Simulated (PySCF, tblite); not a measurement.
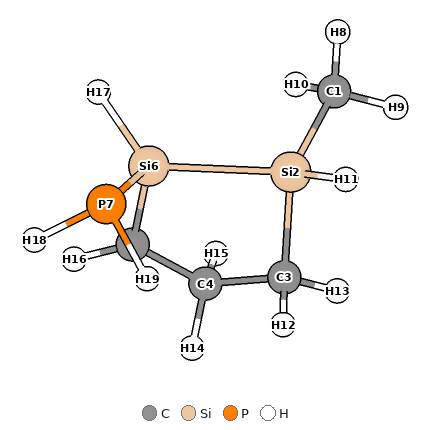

First-order isotropic EPR spectrum (fast tumbling, first derivative) of C₄H₁₂PSi₂, SMILES C[Si@@H]1CC[CH][Si@H]1P, doublet at 9.30 GHz, Lorentzian lines of 0.08 mT full width at half height, from computed g and hyperfine couplings (B3LYP/pcH-1 with PySCF 2.14.0, at a GFN2-xTB geometry (a minimum by its frequencies), gas phase); values of one conformer, averaged over methyl-type rotors alone; other conformers aren't averaged in; no vibrational averaging; dilute isotopes left out. The SMILES is one Lewis form and needn't show where the spin sits.

> Give g and the hyperfine couplings.

g_iso = 2.0021, which centres the spectrum at 331.9 mT; it spans 11.9 mT.

```tsv
nuclei	isotope	a (mT)	a (MHz)
H15	¹H	5.32	149.0
H14	¹H	2.52	70.7
H16	¹H	−1.90	−53.1
H17	¹H	1.60	44.8
P7	³¹P	−0.25	−7.0
H18	¹H	−0.09	−2.5
H11	¹H	0.09	2.4
H12	¹H	−0.08	−2.2
H19	¹H	−0.04	−1.1
H13	¹H	−0.02	−0.6
```

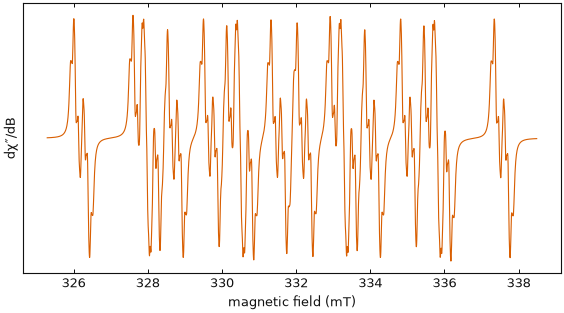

Note: the tight-binding geometry is rougher than a DFT one and adds to the error.
